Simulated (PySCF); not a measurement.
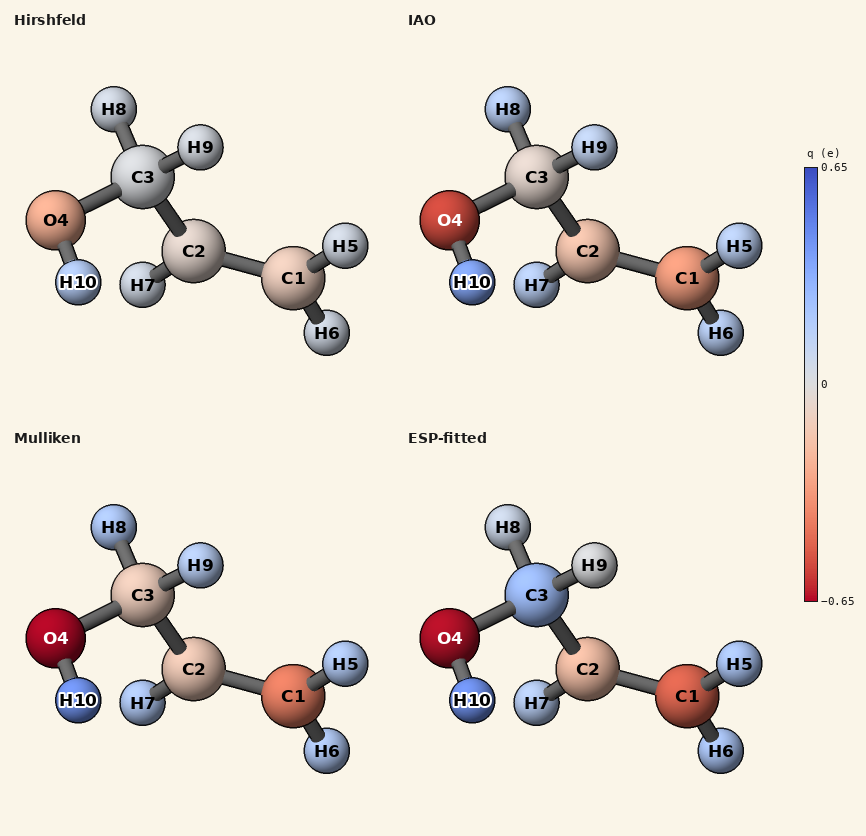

Atomic charges of one calculation by 4 schemes, on one colour scale. Computed geometry: PBE0-D3(BJ)/def2-SVP optimisation. No frequency run is at hand to confirm it as a minimum. Method: PBE0/6-31G* (PySCF 2.14.0).

On which atom do the schemes disagree most?

Answer. On O4 (from −0.64 to −0.24 e).

List the charges (e), one line for each set of equivalent atoms.

```csv
atom,Hirshfeld,IAO,Mulliken,ESP-fitted
C1,−0.10,−0.30,−0.39,−0.46
C2,−0.05,−0.15,−0.13,−0.18
C3,0.01,−0.05,−0.11,0.24
O4,−0.24,−0.53,−0.64,−0.63
H5,0.04,0.14,0.17,0.19
H6,0.05,0.15,0.18,0.19
H7,0.05,0.14,0.17,0.15
H8,0.05,0.15,0.18,0.07
H9,0.03,0.11,0.15,0.01
H10,0.16,0.34,0.41,0.42
```
